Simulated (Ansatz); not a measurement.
# BHO2 (oxoborinic acid): levels of theory compared

Wanted: a comparison of 6 runs (HF/STO-3G, B3LYP/6-31G*, B2PLYP/def2-TZVPP, BLYP/def2-TZVPP, RPA@PBE/def2-TZVPP, MP2/def2-TZVPP) of BHO2 (oxoborinic acid). 

The results are computed with Ansatz 0.2.0.

51 further runs of the same task are left out: 51 set aside as unsound or not needed.

### 1 Starting point

The species is BHO2 (4 atoms), meant as a singlet with charge 0. SMILES: `O=BO`. The O3–H4 distance was set to 1.728 Å, away from the relaxed value. At this shape a bond of the SMILES string is far longer than usual.

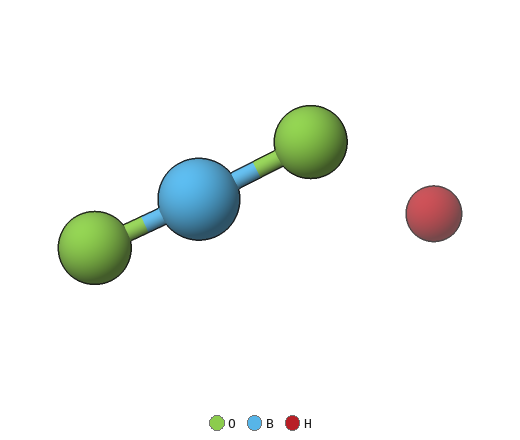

The structure, seen from a chosen angle (oxygen green, boron blue, hydrogen red).

### 2 The energy at HF/STO-3G (run 1)

input.yaml

```yaml
crystal:
  periodic: [false, false, false]
  atoms:
    - symbol: O
      position_ang: [-1.831563, 0.564697, 1.143896]
    - symbol: B
      position_ang: [-0.700363, 0.173197, 0.963996]
    - symbol: O
      position_ang: [0.540237, -0.260803, 0.823996]
    - symbol: H
      position_ang: [1.162300, -0.353500, -0.785700]
basis:
  gaussian: {orbitals: STO-3G}
hamiltonian: {xc: hf}
accuracy: high
output: {orbitals: {seedname: orbitals}}
```

Launch:

```sh
$ ansatz run input.yaml --threads 1 --pin off --max-ram 3480MiB --events-out events.jsonl --progress --plain --runs-dir runs
```

What it wrote:

```text
Warning: RAYON_NUM_THREADS=1 ignored (pool sized by the plan → 1); use --threads N
Functional definition: HF
  name "HF"
  exchange = exact_x
  correlation = 0
272 factors; integrals over basis functions are off by at most 3.6e-8 eV
mean field evaluation 1: about -4688.3028 eV, gradient 3.5e1 eV
mean field evaluation 2: about -4688.3317 eV, gradient 3.6e1 eV
mean field evaluation 4: about -4693.6422 eV, gradient 3.9e0 eV
mean field evaluation 8: about -4693.7082 eV, gradient 1.1e-1 eV
mean field -4693.70822451 eV, -172.4905957412 hartree, gradient 1.7e-8 eV, S^2 0.000000; 0 other end points of the search recorded, 0 dependent functions left out
reference -4693.70822451 eV, -172.4905957412 hartree; 11, 11 occupied and 5, 5 virtual orbitals, 272 factors
Total energy: -4693.70822451 eV, -172.4905957412 hartree
```

Wall time 0.08 s (1 thread of Arm Neoverse V1, shared host).

### 3 A single-point energy at B3LYP/6-31G(d) (Cartesian functions) (run 2)

in.yaml

```yaml
crystal:
  periodic: [false, false, false]
  atoms:
    - {symbol: O, position_ang: [-1.831563, 0.564697, 1.143896]}
    - {symbol: B, position_ang: [-0.700363, 0.173197, 0.963996]}
    - {symbol: O, position_ang: [0.540237, -0.260803, 0.823996]}
    - {symbol: H, position_ang: [1.162300, -0.353500, -0.785700]}
basis:
  gaussian:
    orbitals: "6-31G*"
hamiltonian:
  xc: {name: B3LYP}
accuracy: high
output:
  orbitals: {seedname: orbitals}
```

Launch:

```sh
$ ansatz run in.yaml --threads 1 --pin off --max-ram 3480MiB --events-out events.jsonl --progress --plain --runs-dir runs
```

What it wrote:

```text
Warning: RAYON_NUM_THREADS=1 ignored (pool sized by the plan → 1); use --threads N
Functional definition: B3LYP
  name "B3LYP"
  parameter a0 = 0.2
  parameter ax = 0.72
  parameter ac = 0.81
  exchange = (1 - a0 - ax)*slater_x + ax*b88_x + a0*exact_x
  correlation = (1 - ac)*vwn_rpa_c + ac*lyp_c
878 factors; integrals over basis functions are off by at most 3.3e-9 eV
mean field evaluation 1: about -4774.7897 eV, gradient 7.0e1 eV
mean field evaluation 2: about -4730.7144 eV, gradient 1.4e2 eV
mean field evaluation 4: about -4784.4218 eV, gradient 1.3e1 eV
mean field evaluation 8: about -4784.9365 eV, gradient 5.5e-1 eV
mean field evaluation 16: about -4784.9378 eV, gradient 9.8e-5 eV
mean field -4784.93779312 eV, -175.8432205500 hartree, gradient 3.9e-8 eV, S^2 0.000000; 0 other end points of the search recorded, 0 dependent functions left out
reference -4784.93781989 eV, -175.8432215338 hartree; 11, 11 occupied and 36, 36 virtual orbitals, 878 factors
Total energy: -4784.93781989 eV, -175.8432215338 hartree
```

Wall time 1.7 s (1 thread of Arm Neoverse V1, shared host); peak memory 0.11 GiB.

Runs 3 to 5 aren't shown in full; the table further down has their settings and results.

### 4 The energy at MP2/def2-TZVPP (run 6)

input.yaml, as its differences from that of step 2:

```diff
@@ -12,5 +12,7 @@
 basis:
-  gaussian: {orbitals: STO-3G}
-hamiltonian: {xc: hf}
+  gaussian:
+    orbitals: def2-TZVPP
+correlation:
+  method: mp2
+  frozen_orbitals: {B: 1, H: 0, O: 1}
 accuracy: high
-output: {orbitals: {seedname: orbitals}}
```

Launch:

```sh
$ ansatz run input.yaml --threads 1 --pin off --max-ram 3480MiB --events-out events.jsonl --progress --plain --runs-dir runs
```

What it wrote:

```text
Warning: RAYON_NUM_THREADS=1 ignored (pool sized by the plan → 1); use --threads N
Functional definition: HF
  name "HF"
  exchange = exact_x
  correlation = 0
1666 factors; integrals over basis functions are off by at most 4.2e-9 eV
mean field evaluation 1: about -4756.2646 eV, gradient 5.0e1 eV
mean field evaluation 2: about -4756.2659 eV, gradient 5.0e1 eV
mean field evaluation 4: about -4761.4665 eV, gradient 3.4e0 eV
mean field evaluation 8: about -4761.5651 eV, gradient 1.6e-1 eV
mean field -4761.56527788 eV, -174.9842964574 hartree, gradient 2.6e-8 eV, S^2 0.000000; 0 other end points of the search recorded, 0 dependent functions left out; unrestricted orbitals would lower it
mean field evaluation 16: about -4761.8456 eV, gradient 6.8e0 eV
3 core orbitals not correlated: weight in the atoms' cores, before any rotation towards them, 1.000 or more for the frozen orbitals, at most 0.000 for the correlated occupied ones
reference -4761.56527788 eV, -174.9842964574 hartree; 8, 8 occupied and 96, 96 virtual orbitals, 1666 factors
second order -15.95569620 eV of doubles, -0.00000000 eV of singles
Total energy: -4777.52097408 eV, -175.5706574776 hartree
```

Wall time 2.7 s (1 thread of Arm Neoverse V1, shared host); peak memory 0.21 GiB.

### 5 Overview of the runs

```tsv
run	level	Cartesian functions	frozen core orbitals	energy (Eh)	HOMO energy (eV)	LUMO energy (eV)	HOMO–LUMO gap (eV)	wall time
1	HF/STO-3G	no	–	-172.490596	-9.03	2.81	11.84	0.08 s
2	B3LYP/6-31G* (Cartesian functions)	yes	–	-175.843222	-8.54	-5.33	3.21	1.7 s
3	B2PLYP/def2-TZVPP	no	3	-175.805665	-10.54	-4.20	6.34	6 s
4	BLYP/def2-TZVPP	no	–	-175.914502	-7.56	-6.15	1.40	4.2 s
5	RPA@PBE/def2-TZVPP	no	3	-175.836050	–	–	–	9.9 s
6	MP2/def2-TZVPP	no	3	-175.570657	–	–	–	2.7 s
```

### 6 Results

| quantity | value |
| --- | --- |
| run 6: total energy | -175.57066 Eh |
| run 6: correlation energy (3 core orbitals frozen) | -586.4 mEh |

What this shows: Over runs 1, 2, 3, 4 the HOMO–LUMO gap runs from 1.40 eV (BLYP/def2-TZVPP) to 11.84 eV (HF/STO-3G). The two ends differ in method and basis. Totals of different functionals can't be ranked against each other. In runs 3, 5, 6 the log says that unrestricted orbitals would lower the reference, so the values rest on an unstable closed-shell determinant (other closed-shell runs at this shape may share the fault). In run 1 the basis is minimal, so the values are rough. All runs together took 25 s, the longest 9.9 s.
